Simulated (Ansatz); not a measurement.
**CH2AlNO (SMILES O=C=[N][AlH2]): r2SCAN/6-311+G(d,p)**

What is the vertical ionisation energy of CH2AlNO at r2SCAN/6-311+G**? 

The calculation is run with Ansatz 0.2.0.

69 further runs of the same task are left out: 69 set aside as unsound or not needed. Runs told in other sessions of the task aren't counted.

## 1. Starting point

CH2AlNO: 6 atoms, total charge 0, spin state singlet. SMILES: `O=C=[N][AlH2]`. Geometry: relaxed at PBE0-D4/def2-TZVP.

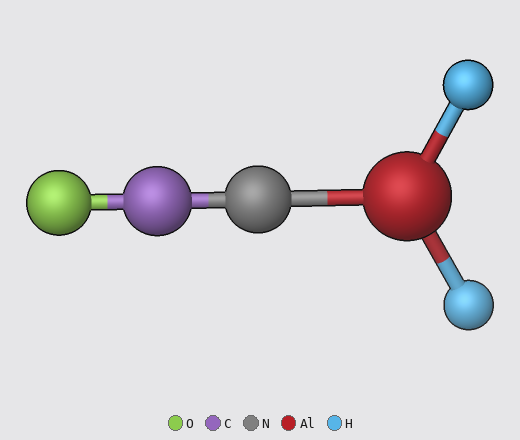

Viewed from a chosen angle; oxygen green, carbon purple, nitrogen grey, aluminium red, hydrogen blue.

## 2. A single-point energy at r2SCAN/6-311+G(d,p)

Input file run.yaml:

```yaml
basis:
  gaussian:
    orbitals: 6-311+G_st__st_-spherical.json
crystal:
  periodic: [false, false, false]
  atoms:
    - {symbol: O, position_ang: [1.702300, -2.146700, 0.966300]}
    - {symbol: C, position_ang: [1.019700, -1.287700, 0.572500]}
    - {symbol: "N", position_ang: [0.319600, -0.406900, 0.168300]}
    - {symbol: Al, position_ang: [-0.716100, 0.900800, -0.422500]}
    - {symbol: H, position_ang: [-1.263800, 0.785800, -1.894800]}
    - {symbol: H, position_ang: [-1.019700, 2.090500, 0.564100]}
total_charge: 0
hamiltonian:
  xc: r2scan
accuracy: high
output: {orbitals: {seedname: orbitals}}
```

The basis set 6-311+G** is read from a file made from the Basis Set Exchange's data (not shown).

Started as:

```bash
ansatz run run.yaml --threads 1 --pin off --max-ram 2610MiB --events-out events.jsonl --progress --plain --runs-dir runs
```

Log:

```text
Warning: RAYON_NUM_THREADS=1 ignored (pool sized by the plan → 1); use --threads N
Functional definition: r2SCAN
  name "r2SCAN"
  parameter k0 = 0.174
  parameter k1 = 0.065
  parameter a1 = 4.9479
  exchange = r2scan_x(k0 = k0, k1 = k1, a1 = a1)
  correlation = r2scan_c
1785 factors; integrals over basis functions are off by at most 4.2e-9 eV
mean field evaluation 1: about -11194.7926 eV, gradient 6.6e1 eV
mean field evaluation 2: about -11178.2491 eV, gradient 1.0e2 eV
mean field evaluation 4: about -11202.2054 eV, gradient 1.7e1 eV
mean field evaluation 8: about -11202.7568 eV, gradient 1.8e-1 eV
mean field evaluation 16: about -11202.7568 eV, gradient 2.4e-6 eV
mean field -11202.75680793 eV, -411.6937191900 hartree, gradient 6.5e-8 eV, S^2 0.000000; 0 other end points of the search recorded, 0 dependent functions left out
reference -11202.75680999 eV, -411.6937192658 hartree; 18, 18 occupied and 90, 90 virtual orbitals, 1785 factors
Total energy: -11202.75680999 eV, -411.6937192658 hartree
```

It took 11 s on 1 thread of Arm Neoverse V2, shared host; peak memory 0.29 GiB.

## 3. The doublet cation, same level

Input file in.yaml:

```yaml
crystal:
  periodic: [false, false, false]
  atoms:
    - {symbol: O, position_ang: [1.702300, -2.146700, 0.966300]}
    - {symbol: C, position_ang: [1.019700, -1.287700, 0.572500]}
    - {symbol: "N", position_ang: [0.319600, -0.406900, 0.168300]}
    - {symbol: Al, position_ang: [-0.716100, 0.900800, -0.422500]}
    - {symbol: H, position_ang: [-1.263800, 0.785800, -1.894800]}
    - {symbol: H, position_ang: [-1.019700, 2.090500, 0.564100]}
basis:
  gaussian: {orbitals: 6-311+G_st__st_-spherical.json}
total_charge: 1
magnetization: {spin_polarized: true, initial_magnetization: 1}
hamiltonian: {xc: {name: r2SCAN}}
accuracy: high
output: {orbitals: {seedname: orbitals}}
```

The basis set 6-311+G** is read from a file made from the Basis Set Exchange's data (not shown).

Started as:

```bash
ansatz run in.yaml --threads 1 --pin off --max-ram 2610MiB --events-out events.jsonl --progress --plain --runs-dir runs
```

Log (excerpt; [...] marks lines left out):

```text
Warning: RAYON_NUM_THREADS=1 ignored (pool sized by the plan → 1); use --threads N
[... 7 set-up lines as earlier in the session ...]
1784 factors; integrals over basis functions are off by at most 4.2e-9 eV
mean field evaluation 1: about -11175.0231 eV, gradient 6.6e1 eV
mean field evaluation 2: about -11049.4577 eV, gradient 1.3e2 eV
mean field evaluation 4: about -11187.2735 eV, gradient 3.5e1 eV
mean field evaluation 8: about -11192.4995 eV, gradient 4.2e-1 eV
mean field evaluation 16: about -11192.5033 eV, gradient 3.1e-3 eV
mean field evaluation 32: about -11191.4332 eV, gradient 2.5e0 eV
mean field -11192.50327166 eV, -411.3169086822 hartree, gradient 4.9e-8 eV, S^2 0.764550; 4 other end points of the search recorded, 0 dependent functions left out
reference -11192.50328154 eV, -411.3169090456 hartree; 18, 17 occupied and 90, 91 virtual orbitals, 1784 factors
Total energy: -11192.50328154 eV, -411.3169090456 hartree
```

Run time: 29 s. Hardware: 1 thread of Arm Neoverse V2, shared host; peak memory 0.43 GiB.

## 4. What came out

At r2SCAN/6-311+G**:

```
                                          quantity          value
                     singlet CH2AlNO: total energy  -411.69372 Eh
                      singlet CH2AlNO: HOMO energy       -7.36 eV
                      singlet CH2AlNO: LUMO energy       -2.19 eV
                    singlet CH2AlNO: HOMO–LUMO gap        5.17 eV
                      doublet cation: total energy  -411.31691 Eh
doublet cation: HOMO energy (highest over α and β)      -14.23 eV
 doublet cation: LUMO energy (lowest over α and β)      -13.13 eV
                              doublet cation: ⟨S²⟩          0.765
vertical ionisation energy (to the doublet cation)      10.254 eV
```

In words: The vertical ionisation energy comes to 10.25 eV (236 kcal/mol). The negative HOMO energy of the first species, 7.36 eV, lies 2.90 eV below that difference.
